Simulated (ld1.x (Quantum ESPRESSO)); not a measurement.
# Aluminium: generating and testing a TM semilocal potential

Task: generate the file, and judge it by its errors in other configurations, its logarithmic derivatives, its ghosts and its cutoff.

Method: ld1.x (Quantum ESPRESSO) 7.5, PBE, scalar-relativistic.

## (1) The design

Typed settings, in words:

- element: aluminium (Al, Z = 13)
- type: norm-conserving Troullier–Martins (semilocal form)
- frozen core: [Ne]
- valence charge: 3
- reference configuration: 3s2 3p1
- partial waves: 3s (bound): rc 1.75 bohr; 3p (bound): rc 1.90 bohr
- local potential: the p channel
- core correction: a·sin(br)/r model core inside 0.85 bohr

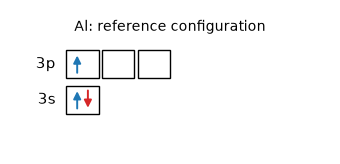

The outer shells as boxes. The arrows follow Hund's rule for the drawing; the calculation itself is spin-unpolarised.

The nodes and maxima of the atom's own shells, from an earlier all-electron run, set the scale for the radii.

All-electron outer shells of the reference configuration (PBE, scalar-relativistic, ld1.x):

```json
{"shell": "2s", "level (eV)": "-108.17", "outermost node (bohr)": "0.16", "outermost maximum (bohr)": "0.50"}
{"shell": "2p", "level (eV)": "-69.64", "outermost node (bohr)": "–", "outermost maximum (bohr)": "0.43"}
{"shell": "3s", "level (eV)": "-7.75", "outermost node (bohr)": "0.80", "outermost maximum (bohr)": "2.09"}
{"shell": "3p", "level (eV)": "-2.71", "outermost node (bohr)": "0.82", "outermost maximum (bohr)": "2.64"}
```

## (2) Generating the potential

Contents of Al.in:

```
 &input
   title='Al', zed=13., rel=1, dft='PBE', iswitch=3,
   config='[Ne] 3s2 3p1',
   nld=2, rlderiv=2.05, eminld=-3.0, emaxld=5.0, deld=0.02
 /
 &inputp
   pseudotype=1, tm=.true., lloc=1,
   nlcc=.true., rcore=0.85,
   file_pseudopw='Al.pp', file_wfcaegen='ae.wfc', file_wfcncgen='nc.wfc'
 /
2
3S  1  0   2.00   0.00  1.75  1.75  0.0
3P  2  1   1.00   0.00  1.90  1.90  0.0
 &test
   configts(1)='3s2 3p1'
 /
```

Started as:

```bash
$ ld1.x < Al.in > Al.out
```

Output in Al.out (without the banner and most projector matrices):

```text
     Program LD1 v.7.5
     --------------------------- All-electron run ----------------------------

     Al
     scalar relativistic calculation

     atomic number is 13.00
     dft =PBE   lsd =0 sic =0 latt =0  beta=0.20 tr2=1.0E-14
     Exchange-correlation= PBE
                           (   1   4   3   4   0   0   0)
     mesh =1135 r(mesh) = 100.48924 a.u. xmin = -7.00 dx = 0.01250
     1 Ry =  13.60569312 eV, c = 137.03599908

     n l     nl                  e(Ry)          e(Ha)          e(eV)
     1 0     1S 1( 2.00)      -111.0670       -55.5335     -1511.1441
     2 0     2S 1( 2.00)        -7.9500        -3.9750      -108.1651
     2 1     2P 1( 6.00)        -5.1187        -2.5593       -69.6432
     3 0     3S 1( 2.00)        -0.5698        -0.2849        -7.7529
     3 1     3P 1( 1.00)        -0.1993        -0.0997        -2.7121

     final scf error:  7.9E-15 reached in  23 iterations

     Etot =    -485.370441 Ry,    -242.685221 Ha,   -6603.801277 eV

     Ekin =     486.252059 Ry,     243.126029 Ha,    6615.796290 eV
     Encl =   -1160.737048 Ry,    -580.368524 Ha,  -15792.632076 eV
     Eh   =     225.977757 Ry,     112.988878 Ha,    3074.584008 eV
     Exc  =     -36.863208 Ry,     -18.431604 Ha,    -501.549499 eV

     normalization and overlap integrals

     s(1S/1S) =  1.000000  <r> =   0.1202  <r2> =    0.0195  r(max) =   0.0779
     s(2S/2S) =  1.000000  <r> =   0.6261  <r2> =    0.4701  r(max) =   0.4954
     s(2P/2P) =  1.000000  <r> =   0.6034  <r2> =    0.4632  r(max) =   0.4264
     s(3S/3S) =  1.000000  <r> =   2.5429  <r2> =    7.5539  r(max) =   2.0856
     s(3P/3P) =  1.000000  <r> =   3.4481  <r2> =   14.3562  r(max) =   2.6447

     ------------------------ End of All-electron run ------------------------

     --------------------- Generating NC pseudopotential ---------------------

      Generating local pot.: lloc=1, matching radius rcloc =   1.9000

      Computing core charge for nlcc:

       r > 0.86 : true rho core
       r < 0.86 : rho core = a sin(br)/r    a=  11.02  b=   2.96

      Integrated core pseudo-charge :   4.80

      Wfc   3S  rcut= 1.751  Using Troullier-Martins method

     ------------------- End of pseudopotential generation -------------------

     [... the all-electron block is printed once more ...]


     Computing logarithmic derivative in   2.04689
     Computing logarithmic derivative in   2.04689
     Computing the partial wave expansion
     R is outside the sphere for l=    0 j= 0.00
       no projector for channel:   1

     ---------------------- Testing the pseudopotential ----------------------

     Al
     scalar relativistic calculation

     atomic number is 13.00   valence charge is  3.00
     dft =PBE   lsd =0 sic =0 latt =0  beta=0.20 tr2=1.0E-14
     mesh =1135 r(mesh) = 100.48924 xmin = -7.00 dx = 0.01250

     n l     nl             e AE (Ry)        e PS (Ry)    De AE-PS (Ry)
     1 0     3S   1( 2.00)       -0.56982       -0.56983        0.00000
     2 1     3P   1( 1.00)       -0.19934       -0.19934       -0.00000

     eps = 4.9E-15  iter =  9

     Etot =    -485.370441 Ry,    -242.685221 Ha,   -6603.801277 eV
     Etotps =   -11.630939 Ry,      -5.815470 Ha,    -158.246989 eV

     Ekin =       1.245060 Ry,       0.622530 Ha,      16.939905 eV
     Encl =      -6.836225 Ry,      -3.418112 Ha,     -93.011575 eV
     Ehrt =       2.882219 Ry,       1.441110 Ha,      39.214588 eV
     Ecxc =      -9.076246 Ry,      -4.538123 Ha,    -123.488619 eV
     (Ecc =      -7.703474 Ry,      -3.851737 Ha,    -104.811110 eV)
     Epseu=       0.154252 Ry,       0.077126 Ha,       2.098711 eV

     ---------------------- End of pseudopotential test ----------------------
```

Wall time 1.1 s (1 thread, shared host). This counts the later configuration tests of the new file too.

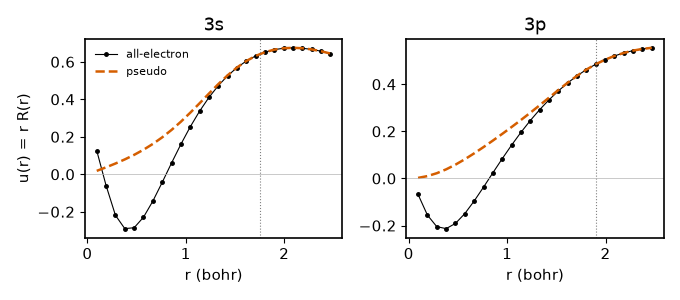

Bound waves of the atom and their pseudo partners (3s, 3p), with the matching radii dotted. The curves join 26 sampled radii.

## (3) Testing the new file in other configurations

Contents of Al.test.in:

```
 &input
   title='Al', zed=13., rel=1, dft='PBE', iswitch=2,
   config='[Ne] 3s2 3p1'
 /
 &test
   file_pseudo='Al.pp', nconf=8,
   configts(1)='3s2 3p1',
   configts(2)='3s2 3p0',
   configts(3)='3s1 3p0',
   configts(4)='3s2 3p0.5',
   configts(5)='3s1 3p1',
   configts(6)='3s1 3p2',
   configts(7)='3s2 3p1.3',
   configts(8)='3s0 3p3'
 /
```

Started as:

```bash
$ ld1.x < Al.test.in > Al.test.out
```

Al.test.out, the pseudopotential blocks:

```text
     ---------------------- Testing the pseudopotential ----------------------

     Al
     scalar relativistic calculation

     atomic number is 13.00   valence charge is  3.00
     dft =PBE   lsd =0 sic =0 latt =0  beta=0.20 tr2=1.0E-14
     mesh =1135 r(mesh) = 100.48924 xmin = -7.00 dx = 0.01250

     n l     nl             e AE (Ry)        e PS (Ry)    De AE-PS (Ry)
     1 0     3S   1( 2.00)       -0.56982       -0.56983        0.00000
     2 1     3P   1( 1.00)       -0.19934       -0.19934       -0.00000

     eps = 9.8E-15  iter = 13

     Etot =    -485.370441 Ry,    -242.685221 Ha,   -6603.801277 eV
     Etotps =   -11.630939 Ry,      -5.815470 Ha,    -158.246990 eV

     Ekin =       1.245060 Ry,       0.622530 Ha,      16.939906 eV
     Encl =      -6.836225 Ry,      -3.418112 Ha,     -93.011577 eV
     Ehrt =       2.882219 Ry,       1.441110 Ha,      39.214590 eV
     Ecxc =      -9.076246 Ry,      -4.538123 Ha,    -123.488619 eV
     (Ecc =      -7.703474 Ry,      -3.851737 Ha,    -104.811110 eV)
     Epseu=       0.154252 Ry,       0.077126 Ha,       2.098711 eV

     ---------------------- End of pseudopotential test ----------------------

     ---------------------- Testing the pseudopotential ----------------------

     Al
     scalar relativistic calculation

     atomic number is 13.00   valence charge is  3.00
     dft =PBE   lsd =0 sic =0 latt =0  beta=0.20 tr2=1.0E-14
     mesh =1135 r(mesh) = 100.48924 xmin = -7.00 dx = 0.01250

     n l     nl             e AE (Ry)        e PS (Ry)    De AE-PS (Ry)
     1 0     3S   1( 2.00)       -1.08854       -1.08809       -0.00044
     2 1     3P   1( 0.00)       -0.66543       -0.66518       -0.00025

     eps = 2.7E-15  iter =  9

     Etot =    -484.946999 Ry,    -242.473499 Ha,   -6598.040044 eV
     Etotps =   -11.207586 Ry,      -5.603793 Ha,    -152.486970 eV
     dEtot_ae =       0.423443 Ry
     dEtot_ps =       0.423354 Ry,   Delta E=       0.000089 Ry

     Ekin =       0.852404 Ry,       0.426202 Ha,      11.597551 eV
     Encl =      -5.047266 Ry,      -2.523633 Ha,     -68.671546 eV
     Ehrt =       1.513190 Ry,       0.756595 Ha,      20.588002 eV
     Ecxc =      -8.714671 Ry,      -4.357335 Ha,    -118.569134 eV
     (Ecc =      -7.703474 Ry,      -3.851737 Ha,    -104.811110 eV)
     Epseu=       0.188756 Ry,       0.094378 Ha,       2.568157 eV

     ---------------------- End of pseudopotential test ----------------------

     ---------------------- Testing the pseudopotential ----------------------

     Al
     scalar relativistic calculation

     atomic number is 13.00   valence charge is  3.00
     dft =PBE   lsd =0 sic =0 latt =0  beta=0.20 tr2=1.0E-14
     mesh =1135 r(mesh) = 100.48924 xmin = -7.00 dx = 0.01250

     n l     nl             e AE (Ry)        e PS (Ry)    De AE-PS (Ry)
     1 0     3S   1( 1.00)       -1.74543       -1.74487       -0.00056
     2 1     3P   1( 0.00)       -1.26440       -1.26412       -0.00028

     eps = 1.8E-16  iter =  9

     Etot =    -483.533964 Ry,    -241.766982 Ha,   -6578.814728 eV
     Etotps =    -9.795134 Ry,      -4.897567 Ha,    -133.269581 eV
     dEtot_ae =       1.836477 Ry
     dEtot_ps =       1.835806 Ry,   Delta E=       0.000672 Ry

     Ekin =       0.498148 Ry,       0.249074 Ha,       6.777651 eV
     Encl =      -2.627699 Ry,      -1.313850 Ha,     -35.751671 eV
     Ehrt =       0.407352 Ry,       0.203676 Ha,       5.542312 eV
     Ecxc =      -8.204303 Ry,      -4.102151 Ha,    -111.625228 eV
     (Ecc =      -7.703474 Ry,      -3.851737 Ha,    -104.811110 eV)
     Epseu=       0.131368 Ry,       0.065684 Ha,       1.787355 eV

     ---------------------- End of pseudopotential test ----------------------

     ---------------------- Testing the pseudopotential ----------------------

     Al
     scalar relativistic calculation

     atomic number is 13.00   valence charge is  3.00
     dft =PBE   lsd =0 sic =0 latt =0  beta=0.20 tr2=1.0E-14
     mesh =1135 r(mesh) = 100.48924 xmin = -7.00 dx = 0.01250

     n l     nl             e AE (Ry)        e PS (Ry)    De AE-PS (Ry)
     1 0     3S   1( 2.00)       -0.81538       -0.81520       -0.00018
     2 1     3P   1( 0.50)       -0.41902       -0.41893       -0.00010

     eps = 3.1E-16  iter =  9

     Etot =    -485.217152 Ry,    -242.608576 Ha,   -6601.715673 eV
     Etotps =   -11.477665 Ry,      -5.738832 Ha,    -156.161582 eV
     dEtot_ae =       0.153289 Ry
     dEtot_ps =       0.153275 Ry,   Delta E=       0.000014 Ry

     Ekin =       1.087546 Ry,       0.543773 Ha,      14.796822 eV
     Encl =      -6.003487 Ry,      -3.001744 Ha,     -81.681607 eV
     Ehrt =       2.176639 Ry,       1.088319 Ha,      29.614676 eV
     Ecxc =      -8.907065 Ry,      -4.453533 Ha,    -121.186794 eV
     (Ecc =      -7.703474 Ry,      -3.851737 Ha,    -104.811110 eV)
     Epseu=       0.168703 Ry,       0.084351 Ha,       2.295321 eV

     ---------------------- End of pseudopotential test ----------------------

     ---------------------- Testing the pseudopotential ----------------------

     Al
     scalar relativistic calculation

     atomic number is 13.00   valence charge is  3.00
     dft =PBE   lsd =0 sic =0 latt =0  beta=0.20 tr2=1.0E-14
     mesh =1135 r(mesh) = 100.48924 xmin = -7.00 dx = 0.01250

     n l     nl             e AE (Ry)        e PS (Ry)    De AE-PS (Ry)
     1 0     3S   1( 1.00)       -1.14736       -1.14686       -0.00050
     2 1     3P   1( 1.00)       -0.71655       -0.71610       -0.00045

     eps = 5.8E-15  iter =  9

     Etot =    -484.519974 Ry,    -242.259987 Ha,   -6592.230085 eV
     Etotps =   -10.780679 Ry,      -5.390339 Ha,    -146.678605 eV
     dEtot_ae =       0.850467 Ry
     dEtot_ps =       0.850261 Ry,   Delta E=       0.000206 Ry

     Ekin =       1.137514 Ry,       0.568757 Ha,      15.476667 eV
     Encl =      -4.784329 Ry,      -2.392165 Ha,     -65.094115 eV
     Ehrt =       1.386786 Ry,       0.693393 Ha,      18.868180 eV
     Ecxc =      -8.621958 Ry,      -4.310979 Ha,    -117.307712 eV
     (Ecc =      -7.703474 Ry,      -3.851737 Ha,    -104.811110 eV)
     Epseu=       0.101309 Ry,       0.050654 Ha,       1.378375 eV

     ---------------------- End of pseudopotential test ----------------------

     ---------------------- Testing the pseudopotential ----------------------

     Al
     scalar relativistic calculation

     atomic number is 13.00   valence charge is  3.00
     dft =PBE   lsd =0 sic =0 latt =0  beta=0.20 tr2=1.0E-14
     mesh =1135 r(mesh) = 100.48924 xmin = -7.00 dx = 0.01250

     n l     nl             e AE (Ry)        e PS (Ry)    De AE-PS (Ry)
     1 0     3S   1( 1.00)       -0.63016       -0.63013       -0.00003
     2 1     3P   1( 2.00)       -0.24571       -0.24557       -0.00015

     eps = 4.0E-16  iter =  9

     Etot =    -484.992719 Ry,    -242.496359 Ha,   -6598.662099 eV
     Etotps =   -11.253154 Ry,      -5.626577 Ha,    -153.106957 eV
     dEtot_ae =       0.377723 Ry
     dEtot_ps =       0.377785 Ry,   Delta E=      -0.000063 Ry

     Ekin =       1.485489 Ry,       0.742744 Ha,      20.211102 eV
     Encl =      -6.545479 Ry,      -3.272740 Ha,     -89.055779 eV
     Ehrt =       2.708230 Ry,       1.354115 Ha,      36.847351 eV
     Ecxc =      -8.985992 Ry,      -4.492996 Ha,    -122.260648 eV
     (Ecc =      -7.703474 Ry,      -3.851737 Ha,    -104.811110 eV)
     Epseu=       0.084598 Ry,       0.042299 Ha,       1.151018 eV

     ---------------------- End of pseudopotential test ----------------------

     ---------------------- Testing the pseudopotential ----------------------

     Al
     scalar relativistic calculation

     atomic number is 13.00   valence charge is  3.00
     dft =PBE   lsd =0 sic =0 latt =0  beta=0.20 tr2=1.0E-14
     mesh =1135 r(mesh) = 100.48924 xmin = -7.00 dx = 0.01250

     n l     nl             e AE (Ry)        e PS (Ry)    De AE-PS (Ry)
     1 0     3S   1( 2.00)       -0.44077       -0.44083        0.00006
     2 1     3P   1( 1.30)       -0.08482       -0.08484        0.00002

     eps = 6.3E-15  iter = 12

     Etot =    -485.412675 Ry,    -242.706338 Ha,   -6604.375896 eV
     Etotps =   -11.673177 Ry,      -5.836589 Ha,    -158.821667 eV
     dEtot_ae =      -0.042234 Ry
     dEtot_ps =      -0.042238 Ry,   Delta E=       0.000004 Ry

     Ekin =       1.301726 Ry,       0.650863 Ha,      17.710885 eV
     Encl =      -7.259905 Ry,      -3.629953 Ha,     -98.776046 eV
     Ehrt =       3.297655 Ry,       1.648828 Ha,      44.866887 eV
     Ecxc =      -9.160956 Ry,      -4.580478 Ha,    -124.641160 eV
     (Ecc =      -7.703474 Ry,      -3.851737 Ha,    -104.811110 eV)
     Epseu=       0.148303 Ry,       0.074152 Ha,       2.017767 eV

     ---------------------- End of pseudopotential test ----------------------

     ---------------------- Testing the pseudopotential ----------------------

     Al
     scalar relativistic calculation

     atomic number is 13.00   valence charge is  3.00
     dft =PBE   lsd =0 sic =0 latt =0  beta=0.20 tr2=1.0E-14
     mesh =1135 r(mesh) = 100.48924 xmin = -7.00 dx = 0.01250

     n l     nl             e AE (Ry)        e PS (Ry)    De AE-PS (Ry)
     1 0     3S   1( 0.00)       -0.68211       -0.68206       -0.00004
     2 1     3P   1( 3.00)       -0.28605       -0.28577       -0.00028

     eps = 8.4E-16  iter = 11

     Etot =    -484.602331 Ry,    -242.301166 Ha,   -6593.350606 eV
     Etotps =   -10.862586 Ry,      -5.431293 Ha,    -147.793010 eV
     dEtot_ae =       0.768110 Ry
     dEtot_ps =       0.768353 Ry,   Delta E=      -0.000243 Ry

     Ekin =       1.764889 Ry,       0.882444 Ha,      24.012536 eV
     Encl =      -6.290004 Ry,      -3.145002 Ha,     -85.579866 eV
     Ehrt =       2.574996 Ry,       1.287498 Ha,      35.034604 eV
     Ecxc =      -8.912467 Ry,      -4.456233 Ha,    -121.260284 eV
     (Ecc =      -7.703474 Ry,      -3.851737 Ha,    -104.811110 eV)

     ---------------------- End of pseudopotential test ----------------------
```

Energies count from the reference configuration 3s2 3p1; the error is all-electron less pseudo.

| valence configuration | charge | ΔE all-electron (eV) | error AE − PS (meV) |
| --- | --- | --- | --- |
| 3s2 3p0 | +1 | 5.761 | +1.2 |
| 3s1 3p0 | +2 | 24.987 | +9.1 |
| 3s2 3p0.5 | +0.5 | 2.086 | +0.2 |
| 3s1 3p1 | +1 | 11.571 | +2.8 |
| 3s1 3p2 | 0 | 5.139 | -0.9 |
| 3s2 3p1.3 | -0.3 | -0.575 | +0.1 |
| 3s0 3p3 | 0 | 10.451 | -3.3 |

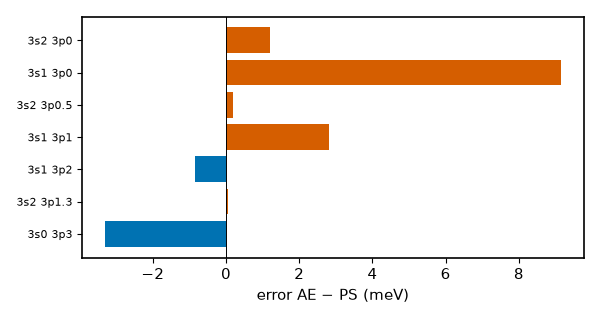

Error of the potential in each test configuration.

## (4) Does it scatter like the atom?

Taken from the files of the generation run. The phase is arctan(r·u′/u) with u = r·R, unwrapped, with energies in Ry. A pole is an energy at which the radial function vanishes at the test radius. The pseudo phase is shifted by a multiple of π to meet the all-electron one at the reference energy. Levels narrower than the energy grid can be missing from the poles. The last column is the largest difference on the grid between −1 and +1 Ry.

| channel | radius (bohr) | reference (Ry) | poles AE | poles PS | window around the reference with phases within 0.05 rad (Ry) | largest difference near zero (rad) |
| --- | --- | --- | --- | --- | --- | --- |
| s | 2.05 | -0.57 | 2.78 | 2.49 | below 3.6 | 0.012 |
| p | 2.05 | -0.20 | 3.64 | 3.17 | below 3.6 | 0.026 |

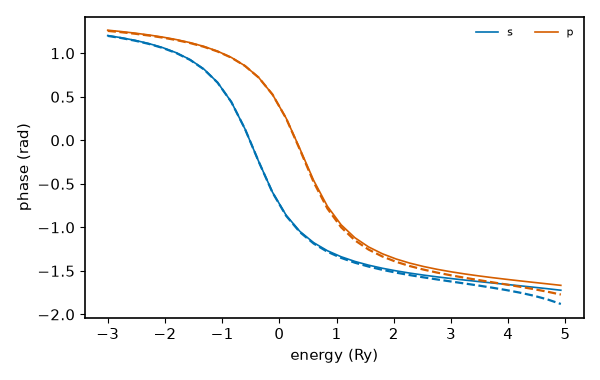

All-electron (solid) and pseudo (dashed) phases against energy.

## (5) Plane-wave convergence, by spherical Bessel functions

This step uses the generator's waves and projectors in a separate script. Basis: spherical Bessel functions vanishing at 20 bohr, q² up to the cutoff; potential fixed at the reference.

All-electron valence levels (Ry): 3s -0.5698, 3p -0.1993. The lowest levels of each channel (Ry) by cutoff; the last column sums, over occupied levels, occupation times the distance from the level at 400 Ry. A positive value at high cutoff is not a bound level.

```tsv
cutoff (Ry)	s #1	p #1	Σ f·Δε (mRy)
8	-0.5623	-0.1984	16.0
10	-0.5667	-0.1984	7.1
15	-0.5679	-0.1985	4.7
18	-0.5682	-0.1986	3.9
21	-0.5687	-0.1988	2.8
25	-0.5692	-0.1991	1.5
30	-0.5696	-0.1993	0.5
35	-0.5698	-0.1993	0.2
40	-0.5698	-0.1993	0.2
400	-0.5698	-0.1993	0.0
```

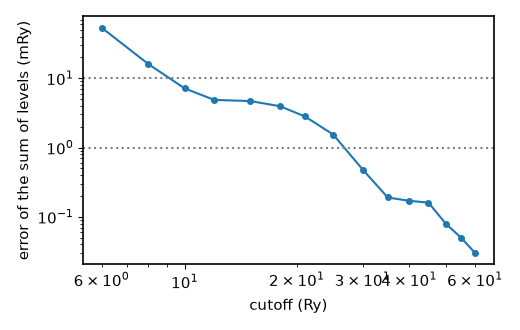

Occupation-weighted error of the valence levels against the cutoff; the dotted lines mark 10 and 1 mRy.

The sum stays within 10 mRy from 10 Ry and within 1 mRy from 30 Ry. The sum leaves out empty levels, which can need more. Ghost test: no level below the all-electron spectrum of its channel (s, p tested).

## (6) Summary of results

```
                                                quantity                  value
               cutoffs for 10 and 1 mRy, occupied levels        10 Ry and 30 Ry
                                            bound ghosts             none found
                            largest test error (AE − PS)  +9.1 meV, for 3s1 3p0
largest phase difference near zero energy, channels read              0.026 rad
```

In words: By total energies transferability is good: the largest error is 9.1 meV on 25.0 eV, for 3s1 3p0. The potential is soft on the atom at that tolerance: the looser tolerance needs 10 Ry. The tighter tolerance needs 30 Ry, and converged work needs a cutoff nearer that. The slowest occupied level is 3s: taken alone it needs 25 Ry to come within 1 mRy, against 6 Ry or less for 3p. No bound ghost shows below the valence levels. Near zero energy the phases of the channels with partial waves agree within 0.026 rad.
